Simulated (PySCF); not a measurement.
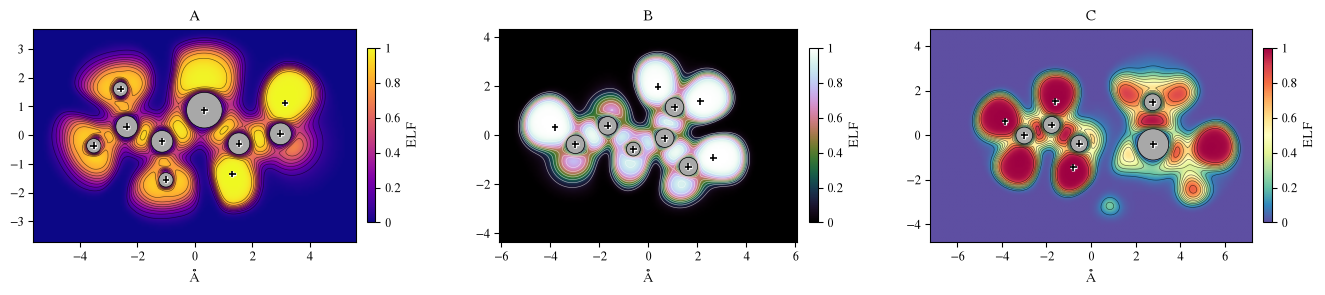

The electron localisation function of 3 systems, each on a plane through atoms (crosses mark nuclei in the plane; grey discs cover the cores).

All numbers below come from PBE0/pcSseg-1, SCF density, gas phase, non-relativistic in PySCF.

System 1: C6H16N2Si (SMILES C=CCNN(C)[SiH](C)C), the plane of atoms C2, C3 and H14. Geometry: GFN2-xTB.

```xyz
25

C     4.1552    0.3420    0.4708
C     2.9174    0.7985    0.4866
C     1.7297    0.0486   -0.0231
N     0.6906   -0.0195    1.0012
N    -0.5135   -0.6228    0.5646
C    -0.4967   -2.0453    0.8176
Si   -1.5330    0.1076   -0.6304
C    -3.2745   -0.6108   -0.4249
C    -1.5180    1.9723   -0.2607
H     4.3926   -0.6362    0.0865
H     4.9835    0.9260    0.8336
H     2.7028    1.7845    0.8793
H     1.3583    0.5421   -0.9399
H     2.0103   -0.9753   -0.2817
H     0.4672    0.9211    1.3158
H    -1.4971   -2.4423    0.6753
H    -0.1797   -2.2156    1.8470
H     0.1891   -2.5784    0.1507
H    -1.1128   -0.0929   -2.0390
H    -3.6006   -0.5958    0.6102
H    -3.3277   -1.6357   -0.7768
H    -3.9876   -0.0337   -1.0038
H    -0.5547    2.4242   -0.4786
H    -1.7568    2.1787    0.7793
H    -2.2547    2.4829   -0.8718
```

System 2: C6H8F3P, the plane of atoms P3, C4 and C6. Geometry: GFN2-xTB; at this geometry the atoms fall into two loosely joined parts.

```xyz
18

C    -1.7155   -2.4535   -0.2401
C    -0.5369   -1.6626    0.1992
P     0.5318   -0.9601   -0.8852
C     1.6850   -0.1709    0.2972
F     1.4831   -0.2735    1.6248
C     2.7340    0.5283   -0.1306
F     2.9997    0.6775   -1.4225
F     3.6333    1.1573    0.6099
C    -0.7463    2.2298    0.5962
C    -0.6957    1.9978   -0.7001
H    -2.6338   -1.9904    0.1251
H    -1.6751   -3.4590    0.1812
H    -1.7660   -2.5274   -1.3244
H    -0.4110   -1.5587    1.2688
H     0.0455    2.7414    1.1186
H    -1.5831    1.9177    1.1997
H     0.1371    2.3158   -1.3068
H    -1.4948    1.4967   -1.2228
```

System 3: C6H12O2 (SMILES C=C(COC)OCC), the plane of atoms C2, O6 and C7. Geometry: GFN2-xTB, NEB image 0 of 0 to 8.

```yaml
atoms:
  - { symbol: C, position_ang: [-0.0316, -1.7903, 0.3219] }
  - { symbol: C, position_ang: [-0.1355, -0.7738, -0.5275] }
  - { symbol: C, position_ang: [-1.3398, -0.5760, -1.4251] }
  - { symbol: O, position_ang: [-2.1228, 0.5395, -1.0648] }
  - { symbol: C, position_ang: [-2.7232, 0.4260, 0.2000] }
  - { symbol: O, position_ang: [0.7590, 0.2288, -0.7057] }
  - { symbol: C, position_ang: [1.8933, 0.2771, 0.1352] }
  - { symbol: C, position_ang: [2.6652, 1.5430, -0.2000] }
  - { symbol: H, position_ang: [-0.8118, -2.5255, 0.3824] }
  - { symbol: H, position_ang: [0.8159, -1.9410, 0.9648] }
  - { symbol: H, position_ang: [-1.9494, -1.4911, -1.4209] }
  - { symbol: H, position_ang: [-1.0002, -0.3641, -2.4417] }
  - { symbol: H, position_ang: [-3.3053, 1.3338, 0.3461] }
  - { symbol: H, position_ang: [-3.3872, -0.4468, 0.2463] }
  - { symbol: H, position_ang: [-1.9766, 0.3390, 0.9976] }
  - { symbol: H, position_ang: [2.5181, -0.6118, -0.0307] }
  - { symbol: H, position_ang: [1.5775, 0.2873, 1.1882] }
  - { symbol: H, position_ang: [3.5586, 1.6089, 0.4140] }
  - { symbol: H, position_ang: [2.9497, 1.5339, -1.2482] }
  - { symbol: H, position_ang: [2.0410, 2.4137, -0.0190] }
```

Question: Match each panel to its system.

Answer: Panel A is system 2, C6H8F3P: the plane holds C, P, F and H. C–C (1.33 Å): the ELF peaks at about 0.90 between the atoms (a multiple bond). Panel B is system 3, C6H12O2: the plane holds C, O and H. C–C (1.33 Å): the ELF peaks at about 0.90 between the atoms (a multiple bond). Panel C is system 1, C6H16N2Si: the plane holds C, Si and H. C–C (1.32 Å): the ELF peaks at about 0.95 between the atoms (a multiple bond).
